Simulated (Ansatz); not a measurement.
**Pressure series in hypothetical CsCl type GaN**

Take GaN in the CsCl type structure (space group Pm-3m, No. 221; a = 2.703 Å; a hypothetical phase, not in the database extracts checked) as the base.

Cell and atoms are relaxed at each pressure.

All numbers come from Ansatz (a quantum-chemistry and plane-wave program), PBEsol, PAW, cutoff 420 eV, no spin-orbit coupling.

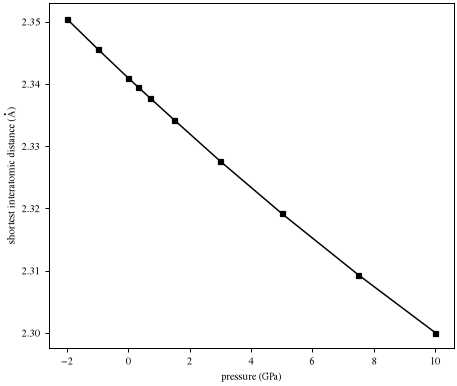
*Shortest interatomic distance against pressure*

Task: From the plot, what is the shortest interatomic distance for pressure −1 GPa?

Result: About 2.346 Å.

Task: Is the trend monotonic over the range shown?

Result: Yes, it falls throughout, spanning 2.300 Å to 2.350 Å.

Load acts through the strain it causes; cell and atoms are relaxed under it. Whether these cells are dynamically stable was not tested. Competing high-pressure phases were not computed. All final runs are without spin polarisation.
